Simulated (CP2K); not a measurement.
**AM1 run of H2O2 (hydrogen peroxide)**

What is the energy change on altering one bond length of H2O2 (hydrogen peroxide) at AM1? 

The calculation is run with CP2K 2026.2.

4 further runs of the same task are left out: 3 that didn't finish, 1 set aside as unsound or not needed.

### Step 1. The system as given

H2O2: 4 atoms, total charge 0, spin state singlet. SMILES: `OO`. The coordinates come from a PBE0-D4/def2-TZVP relaxation.

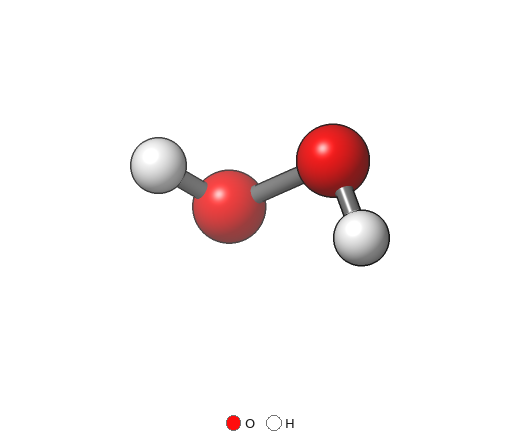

Viewed from a chosen angle; oxygen red, hydrogen white.

### Step 2. A single-point energy at AM1

The input, gas.inp:

```
&FORCE_EVAL
 METHOD QUICKSTEP
 &DFT
  &QS
   METHOD AM1
   EPS_DEFAULT 1.0E-10
   &SE
    &COULOMB
     CUTOFF [angstrom] 50
     RC_RANGE [angstrom] 0
    &END COULOMB
    &EXCHANGE
     CUTOFF [angstrom] 50
     RC_RANGE [angstrom] 0
    &END EXCHANGE
   &END SE
  &END QS
  &POISSON
   PERIODIC NONE
   POISSON_SOLVER ANALYTIC
  &END POISSON
  &SCF
   SCF_GUESS ATOMIC
   EPS_SCF 1.0E-07
   MAX_SCF 80
   ADDED_MOS 2
   &DIAGONALIZATION
    ALGORITHM STANDARD
   &END DIAGONALIZATION
   &MIXING
    METHOD DIRECT_P_MIXING
    ALPHA 0.4
   &END MIXING
  &END SCF
  &PRINT
   &MOMENTS
    PERIODIC F
    REFERENCE COM
    MAX_MOMENT 1
   &END MOMENTS
   &MO ON
    ENERGIES T
    OCCUPATION_NUMBERS T
    NDIGITS 6
    &EACH
     QS_SCF 0
    &END EACH
    ADD_LAST NUMERIC
   &END MO
   &HIRSHFELD OFF
   &END HIRSHFELD
  &END PRINT
 &END DFT
 &SUBSYS
  &CELL
   ABC 16.7 18.1 17.2
   PERIODIC NONE
  &END CELL
  &COORD
   O      7.980550     8.542500     8.749350
   O      8.515650     9.852000     8.925650
   H      8.653750     8.006600     9.186150
   H      8.719450    10.093400     8.013850
  &END COORD
 &END SUBSYS
&END FORCE_EVAL

&GLOBAL
 PROJECT_NAME gas
 RUN_TYPE ENERGY
 PRINT_LEVEL MEDIUM
&END GLOBAL
```

Launch:

```bash
$ OMP_NUM_THREADS=1 cp2k.psmp gas.inp > gas.out
```

The log of the run:

```text
CP2K| version string:                                       CP2K version 2026.2
[...]
 GLOBAL| Method name                                                        CP2K
[...]
 GLOBAL| Run type                                                         ENERGY
[...]
                             - Atoms:                                          4
[...]
                             - Spherical basis functions:                     10
[...]
 Number of electrons:                                                         14
[...]
     1 P_Mix/Diag. 0.40E+00    0.0     0.81995780       -21.5714437312 -2.16E+01
[...]
    19 DIIS/Diag.  0.10E-06    0.0     0.00000009       -24.4698240343 -7.46E-14
  *** SCF run converged in    19 steps ***
  Core-core repulsion energy [eV]:                            535.48242292420377
  Core Hamiltonian energy [eV]:                             -1105.99359845197387
  Two-electron integral energy [eV]:                         -190.69319834388929
  Electronic energy [eV]:                                   -1201.34019762391858
  Total energy [eV]:                                         -665.85777469971492
  Atomic reference energy [eV]:                               664.67605171967591
  Heat of formation [kcal/mol]:                               -27.25118146435019
[...]
 SE_DIPOLE| Moment [Debye]         -1.40236349       0.47085687       0.75950096
 SE_DIPOLE| Derivative [a.u.]       0.00000000       0.00000000       0.00000000
 ENERGY| Total FORCE_EVAL ( QS ) energy [hartree]            -24.469824034299656
[...]
```

Run time: 0.2 s. Hardware: 1 thread of Arm Neoverse V2, shared host.

### Step 3. The distorted shape at the same level

The input, molecule.inp:

```
&GLOBAL
  PROJECT molecule
  RUN_TYPE ENERGY
  PRINT_LEVEL MEDIUM
&END GLOBAL
&FORCE_EVAL
  METHOD QS
  &DFT
    # Quickstep
    &QS
      METHOD AM1
      EPS_DEFAULT 1.0E-10
      &SE
        &COULOMB
          CUTOFF [angstrom] 50
          RC_RANGE [angstrom] 0
        &END COULOMB
        &EXCHANGE
          CUTOFF [angstrom] 50
          RC_RANGE [angstrom] 0
        &END EXCHANGE
      &END SE
    &END QS
    &POISSON
      PERIODIC NONE
      POISSON_SOLVER ANALYTIC
    &END POISSON
    &SCF
      SCF_GUESS ATOMIC
      EPS_SCF 1.0E-07
      MAX_SCF 80
      ADDED_MOS 2
      &DIAGONALIZATION
        ALGORITHM STANDARD
      &END DIAGONALIZATION
      &MIXING
        METHOD DIRECT_P_MIXING
        ALPHA 0.4
      &END MIXING
    &END SCF
    &PRINT
      &MOMENTS
        PERIODIC F
        REFERENCE COM
        MAX_MOMENT 1
      &END MOMENTS
      &MO ON
        ENERGIES T
        OCCUPATION_NUMBERS T
        NDIGITS 6
        &EACH
          QS_SCF 0
        &END EACH
        ADD_LAST NUMERIC
      &END MO
      &HIRSHFELD OFF
      &END HIRSHFELD
    &END PRINT
  &END DFT
  &SUBSYS
    # vacuum box
    &CELL
      ABC 17.2 18.5 17.5
      PERIODIC NONE
    &END CELL
    &COORD
      O      7.994106     8.956872     8.724621
      O      8.529206    10.266372     8.900921
      H      9.205894     7.992228     9.510879
      H      8.733006    10.507772     7.989121
    &END COORD
  &END SUBSYS
&END FORCE_EVAL
```

Launch:

```bash
$ OMP_NUM_THREADS=1 cp2k.psmp -i molecule.inp -o molecule.out
```

The log of the run:

```text
CP2K| version string:                                       CP2K version 2026.2
[...]
 GLOBAL| Method name                                                        CP2K
[...]
 GLOBAL| Run type                                                         ENERGY
[...]
                             - Atoms:                                          4
[...]
                             - Spherical basis functions:                     10
[...]
 Number of electrons:                                                         14
[...]
     1 P_Mix/Diag. 0.40E+00    0.0     0.84106468       -21.8152855503 -2.18E+01
[...]
    23 DIIS/Diag.  0.79E-07    0.0     0.00000007       -24.3187419630 -6.04E-14
  *** SCF run converged in    23 steps ***
  Core-core repulsion energy [eV]:                            501.44871979400654
  Core Hamiltonian energy [eV]:                             -1102.89274466407187
  Two-electron integral energy [eV]:                         -120.60519518925965
  Electronic energy [eV]:                                   -1163.19534225870166
  Total energy [eV]:                                         -661.74662246469495
  Atomic reference energy [eV]:                               664.67605171967591
  Heat of formation [kcal/mol]:                                67.55424880696107
[...]
 SE_DIPOLE| Moment [Debye]         -2.17686114       1.36056500       0.18014227
 SE_DIPOLE| Derivative [a.u.]       0.00000000       0.00000000       0.00000000
 ENERGY| Total FORCE_EVAL ( QS ) energy [hartree]            -24.318741963035230
[...]
```

Run time: 0.2 s. Hardware: 1 thread of Arm Neoverse V2, shared host.

### Step 4. Outcome

At AM1:

| quantity | value |
| --- | --- |
| first shape: total energy | -24.46982 Eh |
| first shape: dipole moment | 1.66 D |
| first shape: HOMO energy | -12.20 eV |
| first shape: LUMO energy | 2.01 eV |
| first shape: HOMO–LUMO gap | 14.20 eV |
| first shape: heat of formation | -27.3 kcal/mol |
| distorted shape: total energy | -24.31874 Eh |
| distorted shape: dipole moment | 2.57 D |
| distorted shape: HOMO energy | -10.88 eV |
| distorted shape: LUMO energy | -0.97 eV |
| distorted shape: HOMO–LUMO gap | 9.91 eV |
| distorted shape: heat of formation | 67.6 kcal/mol |
| energy change with the O1–H3 bond stretched from 0.965 to 1.737 Å | 4.111 eV |

One bond (distorted shape) is far stretched, which a spin-restricted single reference describes badly. With the O1–H3 bond stretched from 0.965 to 1.737 Å the energy rises by 4.11 eV (95 kcal/mol). The first shape isn't relaxed at this level, so the change isn't measured from a minimum. A restricted reference can't describe the breaking bond well at this length.
